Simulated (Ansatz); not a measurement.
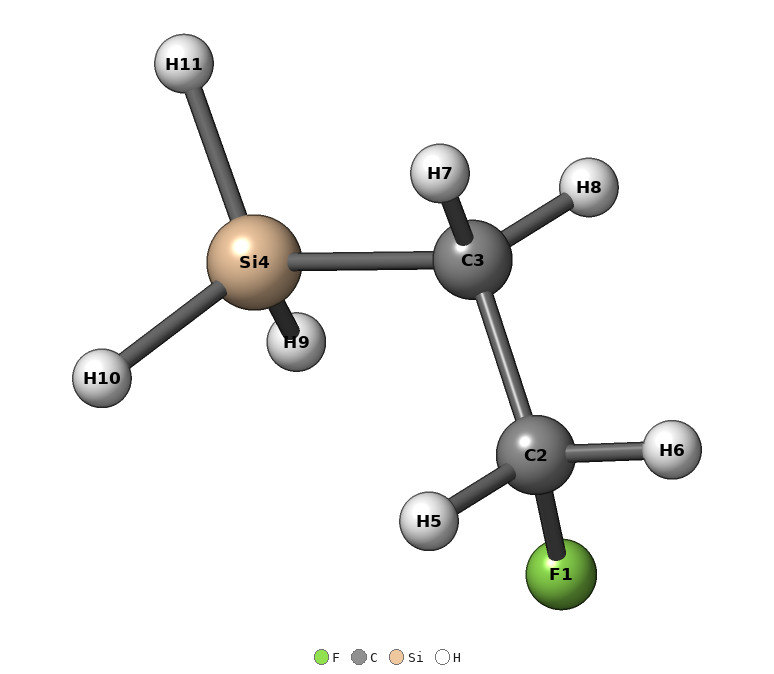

Harmonic vibrations computed with RKS PBE0-D4/def2-TZVP (Ansatz 0.2.0) at a stationary point of the same level.

How many imaginary frequencies does it have?

A minimum: no imaginary frequency, and the lowest mode lies at 84 cm⁻¹.

List the wavenumbers.

27 modes: 84, 146, 210, 423, 521, 610, 699, 820, 925, 943, 953, 963, 1000, 1098, 1207, 1225, 1313, 1413, 1432, 1512, 2218, 2223, 2246, 3046, 3054, 3090, 3107 cm⁻¹.
